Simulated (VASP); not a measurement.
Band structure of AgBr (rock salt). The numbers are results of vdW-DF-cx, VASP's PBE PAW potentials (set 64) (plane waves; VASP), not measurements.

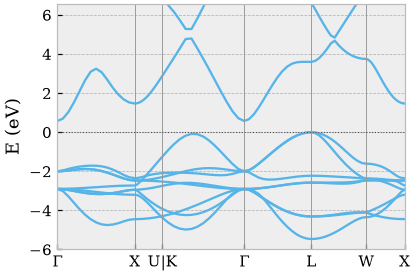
Fig. 1. Bands along high-symmetry lines, zero at the valence-band maximum or, without a gap, the Fermi level

Problem. Read the plot: is there a gap, and where are the band edges?

Solution. The gap is indirect, 0.57 eV, from the valence maximum at L to the conduction minimum at Γ. (Edges off the drawn lines would not show.)

The compound is AgBr in the rock salt structure. It was relaxed first.
